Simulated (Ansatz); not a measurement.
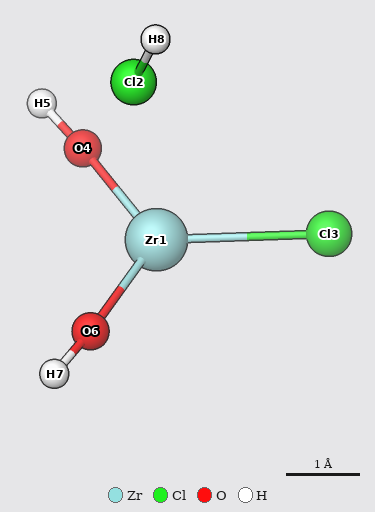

This is the input geometry for a relaxation of ZrH3O2Cl2 (multiplicity 2). A ball-and-stick model, seen from a free direction.

The run prepares an end point of a later path (reaction) calculation, from a guessed geometry.

All numbers below come from UKS PBE0-D4/def2-SVP in Ansatz.

Input
```yaml
crystal:
  periodic: [false, false, false]
  atoms:
    - { symbol: Zr, position_ang: [-0.058713, -0.108238, -0.615283] }
    - { symbol: Cl, position_ang: [-0.217036, 0.109238, 3.094157] }
    - { symbol: Cl, position_ang: [2.310721, 0.077713, -0.699915] }
    - { symbol: O, position_ang: [-1.149151, 1.451863, -0.752774] }
    - { symbol: H, position_ang: [-1.748355, 2.196614, -0.786115] }
    - { symbol: O, position_ang: [-0.881935, -1.803067, -0.316973] }
    - { symbol: H, position_ang: [-1.338114, -2.622319, -0.130021] }
    - { symbol: H, position_ang: [0.146584, 0.001795, 4.370524] }
magnetization:
  spin_polarized: true
  initial_magnetization: 1
basis:
  gaussian: { orbitals: def2-SVP }
hamiltonian:
  xc: pbe0
  dispersion: d4
relax:
  f_tol: 0.03
  max_steps: 50
```

Command:
```bash
ansatz run input.yaml --threads 4 --pin off --max-ram 5120MiB --backend cpu --events-out ev --progress --plain --runs-dir out
```

What does the optimiser find from here?

The energy falls by 18.5 kJ/mol in 18 accepted moves (19 points after the start). The largest force component goes from 1.1 to 0.026 eV/Å. The line search rejected the trial step at point 7 of the run. The largest move after the best rigid fit is that of H8, 1.79 Å. By element the largest moves are H 1.79 Å, Cl 1.43 Å, Zr 0.39 Å, O 0.22 Å. Some distances before and after: Zr1–Cl3 2.378 → 2.414 Å, Cl2–H8 1.331 → 1.297 Å, Zr1–O4 1.908 → 1.904 Å. The run took 60 s on 4 threads of AMD EPYC 7B13 (Zen 3), with other jobs on the host, peak memory 0.41 GiB.

Final geometry:

```xyz
8

Zr   -0.1732   -0.1796   -0.2513
Cl   -0.2520    0.3239    3.3957
Cl    2.0353    0.0055    0.7063
O    -1.2056    1.3834   -0.5923
H    -1.8001    2.1184   -0.7405
O    -0.9632   -1.8946   -0.5043
H    -1.4534   -2.7102   -0.6087
H     0.8762    0.2567    2.7586
```

After the run, drawn alike:

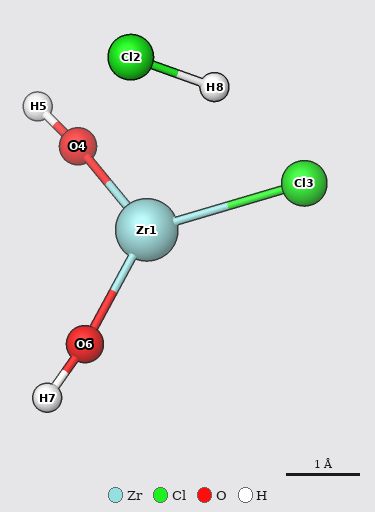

Limits of the set-up: the start holds two separate molecules, 3.7 Å apart at their closest, whose relative position is a soft coordinate.
